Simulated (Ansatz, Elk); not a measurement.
# How far do independent atoms describe Hf4CdCo?

The structure of Hf4CdCo used here is made up (a known structure type with other elements) and was relaxed beforehand with PBEsol. The aim is the Fourier transform of its all-electron density, F(hkl), set beside the sum over free spherical atoms that refinements use.

Program: Elk 11.2.3 (patched build). Level of theory: DFT, PBE, all-electron APW+lo, Dirac cores, scalar-relativistic bands, static density, no spin. Results are calculated unless marked as measured.

The structure was built from a prototype and need not be the compound's stable phase.

### Step 1. The starting structure

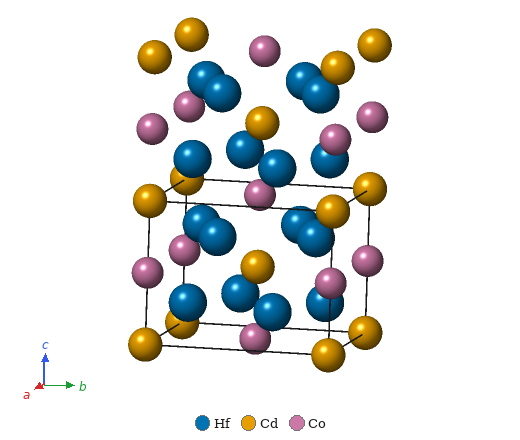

Start, viewed slightly off an axis; hafnium blue, cadmium orange, cobalt pink. 1×1×2 cells are drawn. This picture shows the conventional cell, with its axes. Some periodic images of atoms are drawn too.

### Step 2. Ground state and structure factors

An all-electron density is needed, since X-rays see the cores too. Task 0 finds the density and task 195 Fourier-transforms it; tshift is off so that phases refer to the origin typed.

elk.in reads:

```
tasks
  0
  195

xctype
  20

spinpol
  .false.

rgkmax
  7.0

gmaxvr
  14.0

lmaxo
  7

lmaxapw
  8

swidth
  0.002

tshift
  .false.

ramdisk
  .false.

hmaxvr
  5.5

maxscl
  120

epspot
  1e-06

sppath
  './'

avec
  -6.28451331734 6.28451331734 4.87796703274
  6.28451331734 -6.28451331734 4.87796703274
  6.28451331734 6.28451331734 -4.87796703274

atoms
  3
  'Hf.in'
  4
  0.9068995049 0.0931004951 0.5000000000   0.000000 0.000000 0.000000
  0.5931004951 0.4068995049 0.5000000000   0.000000 0.000000 0.000000
  0.0931004951 0.5931004951 0.1862009902   0.000000 0.000000 0.000000
  0.4068995049 0.9068995049 0.8137990098   0.000000 0.000000 0.000000
  'Cd.in'
  1
  0.0000000000 0.0000000000 0.0000000000   0.000000 0.000000 0.000000
  'Co.in'
  1
  0.5000000000 0.5000000000 0.0000000000   0.000000 0.000000 0.000000

ngridk
  6 6 6
```

On the command line:

```console
OMP_NUM_THREADS=4 elk
```

Numbers of over 12 decimals in the logs are rounded to 6 here.

The program printed:

```text
┌─────────────────────────┐
│ Elk code version 11.2.3 │
└─────────────────────────┘

All units are atomic (Hartree, Bohr, etc.)

┌─────────────────────────────────────────────────┐
│ Ground-state run starting from atomic densities │
└─────────────────────────────────────────────────┘

Lattice vectors :
  -6.284513317       6.284513317       4.877967033
   6.284513317      -6.284513317       4.877967033
   6.284513317       6.284513317      -4.877967033

Reciprocal lattice vectors :
  0.7711563428E-19  0.4998943426      0.6440372869
  0.4998943426      0.7711563428E-19  0.6440372869
  0.4998943426      0.4998943426     -0.1275679525E-16

Unit cell volume      :    770.6233320
Brillouin zone volume :   0.3218825633

Muffin-tin inner radius fraction :   0.1000000000E-01

Nuclei treated as point charges

Species : 1 (Hf)
 parameters loaded from : Hf.in
 name : hafnium
 nuclear charge    :   -72.00000000
 electronic charge :    72.00000000
 atomic mass :    325367.3659
 muffin-tin radius :    2.763933876
 number of radial points in muffin-tin :   1393
 inner part over the whole radius :   0.9979331765E-02
 number on inner part of muffin-tin    :    999
 approximate nuclear radius :   0.1000320365E-03
 number of mesh points to nuclear radius :    518
 atomic positions (lattice), magnetic fields (Cartesian) :
  1 :   0.90689950  0.09310050  0.50000000    0.00000000  0.00000000  0.00000000
  2 :   0.59310050  0.40689950  0.50000000    0.00000000  0.00000000  0.00000000
  3 :   0.09310050  0.59310050  0.18620099    0.00000000  0.00000000  0.00000000
  4 :   0.40689950  0.90689950  0.81379901    0.00000000  0.00000000  0.00000000

Species : 2 (Cd)
 parameters loaded from : Cd.in
 name : cadmium
 nuclear charge    :   -48.00000000
 electronic charge :    48.00000000
 atomic mass :    204912.7176
 muffin-tin radius :    2.510542857
 number of radial points in muffin-tin :   1193
 inner part over the whole radius :   0.9939541447E-02
 number on inner part of muffin-tin    :    849
 approximate nuclear radius :   0.8708852602E-04
 number of mesh points to nuclear radius :    427
 atomic positions (lattice), magnetic fields (Cartesian) :
  1 :   0.00000000  0.00000000  0.00000000    0.00000000  0.00000000  0.00000000

Species : 3 (Co)
 parameters loaded from : Co.in
 name : cobalt
 nuclear charge    :   -27.00000000
 electronic charge :    27.00000000
 atomic mass :    107428.6517
 muffin-tin radius :    2.317424176
 number of radial points in muffin-tin :    993
 inner part over the whole radius :   0.9943531224E-02
 number on inner part of muffin-tin    :    700
 approximate nuclear radius :   0.7243775530E-04
 number of mesh points to nuclear radius :    334
 atomic positions (lattice), magnetic fields (Cartesian) :
  1 :   0.50000000  0.50000000  0.00000000    0.00000000  0.00000000  0.00000000

Total number of atoms per unit cell :    6
Total muffin-tin volume :    472.1920669
 ratio of muffin-tin to unit cell volume :   0.6127404237

Spin treatment :
 spin-unpolarised

Number of Bravais lattice symmetries :   16
Number of crystal symmetries         :    8
Crystal has no inversion symmetry
Complex Hermitian eigensolver will be used

k-point grid :      6     6     6
k-point offset :    0.000000000       0.000000000       0.000000000
k-point set is reduced with full crystal symmetry group
Total number of k-points :       36

Muffin-tin radius times maximum |G+k| :    7.000000000
 using average radius
Maximum |G+k| for APW functions       :    2.644219753
Maximum (1/2)|G+k|²                   :    3.495949051
Maximum |G| for potential and density :    14.00000000
Constant for pseudocharge density :   10
 order of it for each species :   17  17  17
 order of it for pair densities of each species (exact exchange by exxq0 0: 18) :   11   8   6
Radial integration step length :    1

G-vector grid sizes :     48    48    48
Number of G-vectors :    35721

Maximum angular momentum used for
 APW functions            :    8
[...]
correlation                 :     -21.217351334148
 electron entropic           :    -0.29610344598490E-02
 total energy                :     -67380.747672179

Density of states at Fermi energy :    232.0730009
 (states/Hartree/unit cell)

Estimated indirect band gap :   0.7899406057E-03
 from k-point 22 to k-point 12
Estimated direct band gap   :   0.3462278125E-02
 at k-point 17

Charges :
 core                        :    226.0000000
 valence                     :    137.0000000
 interstitial                :    8.542959088
 muffin-tins (core leakage)
  species : 1 (Hf)
[...]
species : 2 (Cd)
[...]
species : 3 (Co)
[...]
total in muffin-tins        :    354.4570409
 total calculated charge     :    362.9987336
 total charge                :    363.0000000
 error                       :   0.1266382568E-02

RMS change in Kohn-Sham potential (target) :   0.4748774299     (  0.1000000000E-05)
Absolute change in total energy (target)   :   0.1222287604     (  0.1000000000E-03)

[... loops 3 to 20 left out ...]

┌──────────────────┐
│ Loop number : 21 │
└──────────────────┘

Energies :
 Fermi                       :     0.323608
 sum of occupied eigenvalues :     -41088.602141077
 electron kinetic            :      74837.819795144
 core electron kinetic       :      72360.052416411
 Coulomb                     :     -140764.38784838
 Coulomb potential           :     -114025.18372731
 nuclear-nuclear             :     -6577.2216395122
 electron-nuclear            :     -154504.63418061
 Hartree                     :      20317.467971743
 Madelung                    :     -83751.795984725
 xc potential                :     -1901.2382089164
 exchange                    :     -1432.9834861832
 correlation                 :     -21.223008684384
 electron entropic           :    -0.25860377654032E-02
 total energy                :     -67380.777134139

Density of states at Fermi energy :    193.9042213
 (states/Hartree/unit cell)

Estimated indirect band gap :   0.4283077480E-03
 from k-point 1 to k-point 11
Estimated direct band gap   :   0.2237271259E-02
 at k-point 1

Charges :
 core                        :    226.0000000
 valence                     :    137.0000000
 interstitial                :    8.555624890
 muffin-tins (core leakage)
  species : 1 (Hf)
[...]
species : 2 (Cd)
[...]
species : 3 (Co)
[...]
total in muffin-tins        :    354.4443751
 total calculated charge     :    362.9987940
 total charge                :    363.0000000
 error                       :   0.1205966443E-02

RMS change in Kohn-Sham potential (target) :   0.2585227919E-06 (  0.1000000000E-05)
Absolute change in total energy (target)   :   0.4822110350E-04 (  0.1000000000E-03)

Convergence targets achieved

┌──────────────────┐
│ Loop number : 22 │
└──────────────────┘

Energies :
 Fermi                       :     0.323608
 sum of occupied eigenvalues :     -41088.602142313
 electron kinetic            :      74837.819799781
 core electron kinetic       :      72360.052416209
 Coulomb                     :     -140764.38785168
 Coulomb potential           :     -114025.18372757
 nuclear-nuclear             :     -6577.2216395122
 electron-nuclear            :     -154504.63418695
 Hartree                     :      20317.467974780
 Madelung                    :     -83751.795987892
 xc potential                :     -1901.2382145242
 exchange                    :     -1432.9834867203
 correlation                 :     -21.223008684699
 electron entropic           :    -0.25860377783317E-02
 total energy                :     -67380.777133339

Density of states at Fermi energy :    193.9042243
 (states/Hartree/unit cell)

Estimated indirect band gap :   0.4283034238E-03
 from k-point 1 to k-point 11
Estimated direct band gap   :   0.2237258432E-02
 at k-point 1

Charges :
 core                        :    226.0000000
 valence                     :    137.0000000
 interstitial                :    8.555624684
 muffin-tins (core leakage)
  species : 1 (Hf)
[...]
atom 4                    :    70.34789844     (  0.1219563046E-06)
  species : 2 (Cd)
   atom 1                    :    46.95146217     (  0.3987110680E-03)
  species : 3 (Co)
   atom 1                    :    26.10131937     (  0.7345860291E-03)
 total in muffin-tins        :    354.4443753
 total calculated charge     :    362.9987940
 total charge                :    363.0000000
 error                       :   0.1205966478E-02

┌──────────────────────────────┐
│ Self-consistent loop stopped │
└──────────────────────────────┘

Warning : core states of species 2 leak from the muffin-tin :   0.3987110680E-03

Warning : core states of species 3 leak from the muffin-tin :   0.7345860291E-03

Wrote STATE.OUT
```

Run time: 2.3 min. Hardware: 4 threads of Arm Neoverse V1, shared host; peak memory 0.32 GiB.

SFACRHO.OUT:

```text

h k l indices transformed by vhmat matrix:
   1.000000000       0.000000000       0.000000000    
   0.000000000       1.000000000       0.000000000    
   0.000000000       0.000000000       1.000000000    

      h      k      l  multipl.   |H|            Re(F)            Im(F)           |F|

      0      0      0      1   0.0000000       363.00000      0.37777330E-16   363.00000    
      0      0      1      4  0.70695736      -13.052493     -0.13514188E-14   13.052493    
      0      1      0      8  0.81527810       19.295760      0.67624088E-13   19.295760    
      1     -1      1      4  0.99978869      -35.326899     -0.12728199E-14   35.326899    
      1      1     -1      2   1.2880746      -183.74814     -0.92079650E-13   183.74814    
      0     -1     -1      8   1.2900604       17.738551       187.53400       188.37107    
     -1      0     -1      8   1.2900604       17.738551      -187.53400       188.37107    
      0      0      2      4   1.4139147       94.960370      0.82314842E-14   94.960370    
      0     -2      1      8   1.4693280       129.96962     -0.57107604E-13   129.96962    
      2     -2     -1      8   1.5808047       182.30792      0.22630157E-13   182.30792    
     -2      0      0      8   1.6305562       145.51845     -0.44579424E-13   145.51845    
      2     -1     -2      8   1.6321254       16.680681      0.15252377E-13   16.680681    
      1     -3      1      8   1.9126659       18.291857      0.62931702E-13   18.291857    
      3     -2     -1      8   1.9140038       15.841659      -36.931225       40.185489    
     -2      3     -1      8   1.9140038       15.841659       36.931225       40.185489    
     -1     -2      2      8   1.9957331       15.553023      0.51690021E-13   15.553023    
      2     -2      2      4   1.9995774      -99.475405      0.35249727E-13   99.475405    
      2      0     -3      8   2.0391370      -66.167686     -0.19983229E-01   66.167689
```

Elk indexes on the primitive cell of elk.in and gives |H| = 4π sin θ/λ in inverse bohr. Below, one row stands for each form hkl of the conventional cell (m members, Friedel mates merged), F is for one primitive cell and the density is static (no thermal factor). Free-atom factors are Waasmaier and Kirfel's, and R is Σm||F|−|F'||/Σm|F|.

| hkl | m | sin θ/λ (Å⁻¹) | abs F, DFT | neutral atoms | diff. | abs of complex diff. |
| --- | --- | --- | --- | --- | --- | --- |
| 110 | 4 | 0.106 | 13.053 | 13.166 | -0.113 | 0.113 |
| 101 | 8 | 0.123 | 19.296 | 19.621 | -0.325 | 0.325 |
| 200 | 4 | 0.150 | 35.327 | 35.535 | -0.208 | 0.208 |
| 002 | 2 | 0.194 | 183.748 | 184.525 | -0.777 | 0.777 |
| 211 | 16 | 0.194 | 188.371 | 188.980 | -0.609 | 0.637 |
| 220 | 4 | 0.213 | 94.960 | 95.379 | -0.418 | 0.418 |
| 112 | 8 | 0.221 | 129.970 | 130.540 | -0.570 | 0.570 |
| 310 | 8 | 0.238 | 182.308 | 183.084 | -0.776 | 0.776 |
| 202 | 8 | 0.245 | 145.518 | 146.014 | -0.496 | 0.496 |
| 301 | 8 | 0.245 | 16.681 | 16.739 | -0.058 | 0.058 |
| 222 | 8 | 0.288 | 18.292 | 18.577 | -0.285 | 0.285 |
| 321 | 16 | 0.288 | 40.185 | 40.246 | -0.061 | 0.100 |
| 103 | 8 | 0.300 | 15.553 | 15.538 | +0.015 | 0.015 |
| 400 | 4 | 0.301 | 99.475 | 99.435 | +0.041 | 0.041 |
| 312 | 16 | 0.307 | 66.168 | 66.084 | +0.084 | 0.087 |
| 330 | 4 | 0.319 | 154.762 | 154.858 | -0.096 | 0.096 |
| 411 | 16 | 0.325 | 126.412 | 126.573 | -0.162 | 0.173 |
| 213 | 16 | 0.336 | 159.314 | 159.527 | -0.213 | 0.220 |
| 420 | 8 | 0.336 | 103.875 | 104.078 | -0.203 | 0.203 |
| 402 | 8 | 0.358 | 186.047 | 186.232 | -0.185 | 0.185 |
| 303 | 8 | 0.368 | 14.339 | 14.288 | +0.052 | 0.052 |
| 332 | 8 | 0.373 | 235.659 | 235.838 | -0.179 | 0.179 |

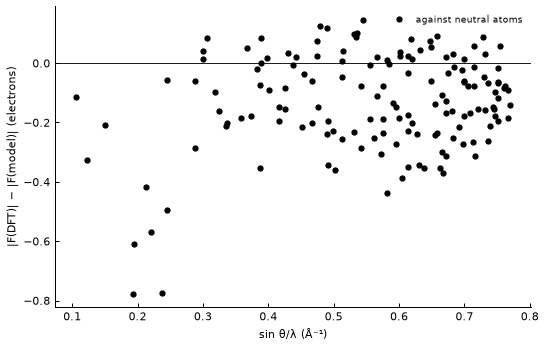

Difference between the calculated structure factors and the independent-atom ones.

### Step 3. The highest occupied states alone

An energy window below the Fermi level keeps the highest occupied states, to see at which angles they scatter; shallow core shells can lie inside it and anion s states outside. No new self-consistency is needed.

elk.in: that of step 2 with these lines changed.

```diff
@@ -1,3 +1,2 @@
 tasks
-  0
   195
@@ -40,2 +39,5 @@
 
+wsfac
+  -0.117380 0.623610
+
 sppath
```

On the command line:

```console
OMP_NUM_THREADS=4 elk
```

The program printed:

```text
┌─────────────────────────────────┐
│ Elk code version 11.2.3 started │
└─────────────────────────────────┘

Info(readinput): the functional depends on the density's gradient
 muffin-tin radial points multiplied by    2.00000
 (not where nrmtscf is given)

┌────────────────────┐
│ Current task : 195 │
└────────────────────┘
Info(checkmt): changed muffin-tin radius of species 1 (Hf) from   2.8000 to   2.7639
Info(checkmt): changed muffin-tin radius of species 2 (Cd) from   2.6000 to   2.5105
Info(checkmt): changed muffin-tin radius of species 3 (Co) from   2.4000 to   2.3174

Info(sfacrho): density structure factors written to SFACRHO.OUT

 Energy window :  -0.1173800000      0.6236100000

┌──────────────────┐
│ Elk code stopped │
└──────────────────┘
```

It took 23 s on 4 threads; peak memory 0.24 GiB; 34 s of CPU time.

States within 12 eV below the Fermi level hold 93.00 electrons; any levels below the window count with the cores. Their amplitudes can exceed the total, where window and core parts have opposite phase:

| hkl | sin θ/λ (Å⁻¹) | abs F, window | abs F, all |
| --- | --- | --- | --- |
| 110 | 0.106 | 1.901 | 13.053 |
| 101 | 0.123 | 1.718 | 19.296 |
| 200 | 0.150 | 7.387 | 35.327 |
| 002 | 0.194 | 37.572 | 183.748 |
| 211 | 0.194 | 37.269 | 188.371 |
| 220 | 0.213 | 16.794 | 94.960 |
| 112 | 0.221 | 23.250 | 129.970 |
| 310 | 0.238 | 32.569 | 182.308 |
| 202 | 0.245 | 25.324 | 145.518 |
| 301 | 0.245 | 0.223 | 16.681 |

### Step 4. Another functional

The difference from free atoms is small, so it is set against the change that LDA (Perdew-Wang) makes.

elk.in: that of step 3 with these lines changed.

```diff
@@ -1,2 +1,3 @@
 tasks
+  0
   195
@@ -4,3 +5,3 @@
 xctype
-  20
+  3
 
@@ -39,5 +40,2 @@
 
-wsfac
-  -0.117380 0.623610
-
 sppath
```

On the command line:

```console
OMP_NUM_THREADS=4 elk
```

The program printed:

```text
┌─────────────────────────┐
│ Elk code version 11.2.3 │
└─────────────────────────┘

All units are atomic (Hartree, Bohr, etc.)

┌─────────────────────────────────────────────────┐
│ Ground-state run starting from atomic densities │
└─────────────────────────────────────────────────┘

Lattice vectors :
  -6.284513317       6.284513317       4.877967033
   6.284513317      -6.284513317       4.877967033
   6.284513317       6.284513317      -4.877967033

Reciprocal lattice vectors :
  0.7711563428E-19  0.4998943426      0.6440372869
[...]
species : 2 (Cd)
   atom 1                    :    46.95975835     (  0.4017058670E-03)
  species : 3 (Co)
   atom 1                    :    26.11499798     (  0.7692063140E-03)
 total in muffin-tins        :    354.5749373
 total calculated charge     :    362.9987636
 total charge                :    363.0000000
 error                       :   0.1236422368E-02

┌──────────────────────────────┐
│ Self-consistent loop stopped │
└──────────────────────────────┘

Warning : core states of species 2 leak from the muffin-tin :   0.4017058670E-03

Warning : core states of species 3 leak from the muffin-tin :   0.7692063140E-03

Wrote STATE.OUT
[key lines of the parts left out:]
total energy                :     -67337.374035150
```

Wall time 69 s (4 threads); peak memory 0.22 GiB.

Against the first run R = 0.01 %; the largest change is -0.065 at 402.

### Step 5. Basis size

The basis and the expansions that go with it are enlarged, to see whether the differences are converged.

elk.in: that of step 4 with these lines changed.

```diff
@@ -5,3 +5,3 @@
 xctype
-  3
+  20
 
@@ -11,12 +11,12 @@
 rgkmax
-  7.0
+  8.5
 
 gmaxvr
-  14.0
+  18.0
 
 lmaxo
-  7
+  9
 
 lmaxapw
-  8
+  10
```

On the command line:

```console
OMP_NUM_THREADS=4 elk
```

The program printed:

```text
┌─────────────────────────┐
│ Elk code version 11.2.3 │
└─────────────────────────┘

All units are atomic (Hartree, Bohr, etc.)

┌─────────────────────────────────────────────────┐
│ Ground-state run starting from atomic densities │
└─────────────────────────────────────────────────┘

Lattice vectors :
  -6.284513317       6.284513317       4.877967033
   6.284513317      -6.284513317       4.877967033
   6.284513317       6.284513317      -4.877967033

Reciprocal lattice vectors :
  0.7711563428E-19  0.4998943426      0.6440372869
[...]
species : 2 (Cd)
   atom 1                    :    46.96449535     (  0.3986943470E-03)
  species : 3 (Co)
   atom 1                    :    26.12673066     (  0.7359079781E-03)
 total in muffin-tins        :    354.5108510
 total calculated charge     :    362.9988181
 total charge                :    363.0000000
 error                       :   0.1181937575E-02

┌──────────────────────────────┐
│ Self-consistent loop stopped │
└──────────────────────────────┘

Warning : core states of species 2 leak from the muffin-tin :   0.3986943470E-03

Warning : core states of species 3 leak from the muffin-tin :   0.7359079781E-03

Wrote STATE.OUT
[key lines of the parts left out:]
total energy                :     -67380.828932239
```

Run time: 4.6 min. Hardware: 4 threads; peak memory 0.57 GiB.

Against the first run R = 0.01 %; the largest change is -0.037 at 004.

### Step 6. Settings against the effect

| run | R against the first run (%) | R against neutral atoms, low angle (%) | wall time |
| --- | --- | --- | --- |
| PBE, rgkmax 7 | 0.00 | 0.41 | 2.3 min |
| LDA (Perdew-Wang) | 0.01 | 0.41 | 69 s |
| rgkmax 8.5 with larger expansions | 0.01 | 0.41 | 4.6 min |

### Step 7. Outcome

```
R against neutral atoms, sin θ/λ < 0.3 Å⁻¹ : 0.41 %
R against neutral atoms, 0.3 to 0.77 Å⁻¹   : 0.20 %
```

**Reading.** Independent neutral atoms miss the calculated amplitudes by R = 0.41 % below 0.3 Å⁻¹ and 0.20 % from there to 0.77 Å⁻¹; by shells, 1.48 % below 0.15 Å⁻¹ (2 forms), 0.38 % 0.15 to 0.3 (10 forms), 0.12 % 0.3 to 0.45 (24 forms), 0.22 % above 0.45 (113 forms). Bonding, aspherical density and the tables' own atoms all enter these figures, and the runs don't part them. The largest change of an amplitude is -0.78 electrons, at 002. R counts amplitudes alone; phases shift too. The window's part falls from 93.0 electrons at the origin to at most 27.02 between 0.45 and 0.77 Å⁻¹, where compact states inside the window still scatter. The window holds more than the 37 outer electrons of the free atoms, so shallow core shells lie inside it. Below 0.3 Å⁻¹ the changes that finished (LDA (Perdew-Wang) and rgkmax 8.5 with larger expansions) move F by R = 0.02 % at most, against the 0.41 % that separates it from free atoms. The k-mesh has no finished test. These runs have no spin, though d or f shells may be open. Spin-orbit coupling is left out, which can matter for elements this heavy. Part of the difference isn't bonding: the tables are fits to free atoms and ions calculated by other methods than this functional. Thermal motion, anomalous dispersion and extinction are left out.

[Logs are printed without paths, hosts, clocks, repeated set-up lines and the standing remarks that a program may print on its own settings, such as how far it seeks lower states.]

[Hosts, paths, dates, database ids (printed as entryN), source tags and the programs' standing remarks are cut or masked in the printed files.]
